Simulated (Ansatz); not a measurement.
**AlClH4O: density, localisation and related maps**

Input file:

```
crystal:
  periodic: [false, false, false]
  atoms:
    - { symbol: Al, position_ang: [0.062676, 0.327332, -0.026674] }
    - { symbol: Cl, position_ang: [-0.051603, 0.380151, 2.177537] }
    - { symbol: H, position_ang: [1.487525, 0.606566, -0.669403] }
    - { symbol: H, position_ang: [-1.336674, 0.235692, -0.777779] }
    - { symbol: O, position_ang: [0.159364, -2.541294, 0.689036] }
    - { symbol: H, position_ang: [-0.764797, -2.832715, 0.566026] }
    - { symbol: H, position_ang: [0.133109, -2.114133, 1.585557] }
basis:
  gaussian: { orbitals: def2-SVP }
hamiltonian:
  xc: pbe
  dispersion: d4
relax:
  f_tol: 0.03
  max_steps: 50
output:
  orbitals: {}
```

Launched as:

```sh
ansatz run input.yaml --threads 1 --pin off --max-ram 2048MiB --backend cpu --events-out ev --progress --plain --runs-dir out
```

The fields are those of the run's last geometry, not of the input's.

All numbers below come from RKS PBE-D4/def2-SVP in Ansatz.

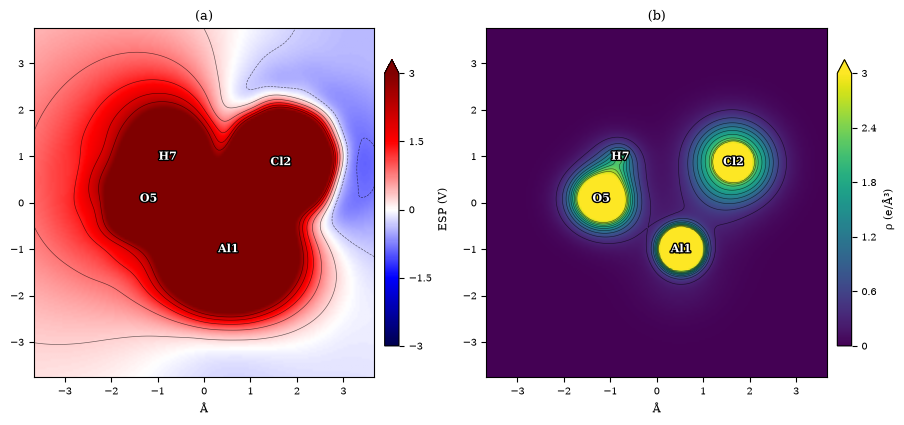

Figure 1. (a) molecular electrostatic potential; (b) electron density on the plane of atoms Al1, O5 and H7.

Read the bonding off the picture.

Answer. The section cuts through Al, Cl, O and H sites.
Al–O (2.03 Å): the density is about 0.4 e/Å³ at the midpoint.
Al–Cl (2.19 Å): ρ at the midpoint is about 0.6 e/Å³.
O–H (0.99 Å): the density is about 3.6 e/Å³ at the midpoint.
Outside the dense part of the molecule the potential is most negative (−0.9 V) near Cl2.

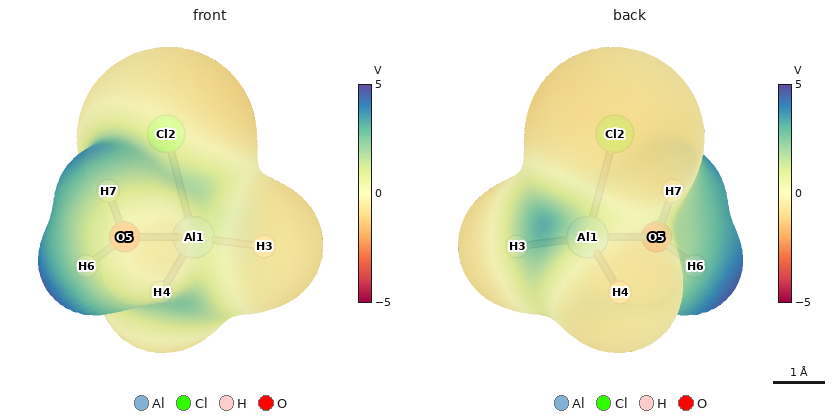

Figure 2. The electrostatic potential painted on the density surface at 0.004 e/bohr³, seen from the front and from behind; red is negative and blue positive.

Which sites attract a positive test charge, and which a negative one?

Answer. A positive charge is drawn to the negative regions and a negative charge to the positive ones. The most negative region (about −1.0 V) lies over Cl2, the most positive (about +4.6 V) over H6.

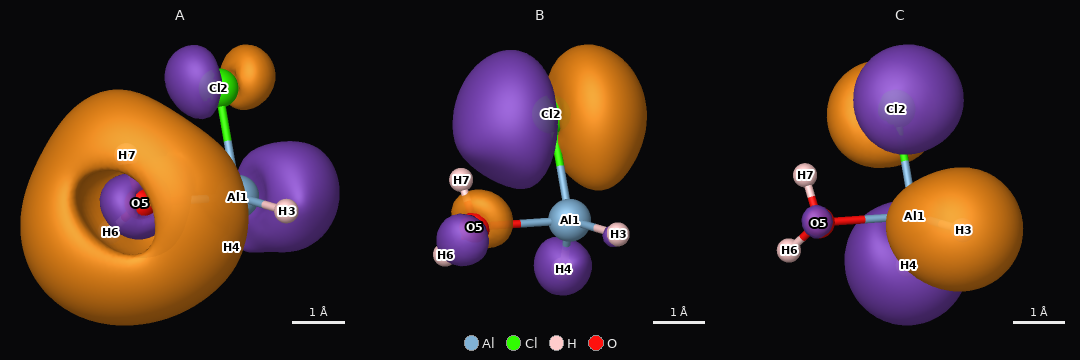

Figure 3. Three frontier orbitals at ±0.08 Å⁻³ᐟ² (orange and purple are the two phases), in no order.

Which picture is the HOMO−1, the HOMO and the LUMO?

Answer. B is the HOMO−1 (−7.29 eV). Its weight (Hirshfeld) is mainly on Cl2 (about 85 %); largely a lone pair of Cl2. C is the HOMO (−6.46 eV). It lies mainly on Cl2 (about 35 %), H3 (about 20 %), Al1 (about 20 %) and H4 (about 20 %). A is the LUMO (−1.09 eV). Its weight (Hirshfeld) is mainly on H6 (about 30 %), Al1 (about 25 %), O5 (about 20 %) and H7 (about 10 %).

What is the HOMO–LUMO gap?

Answer. 5.37 eV between the orbital energies.
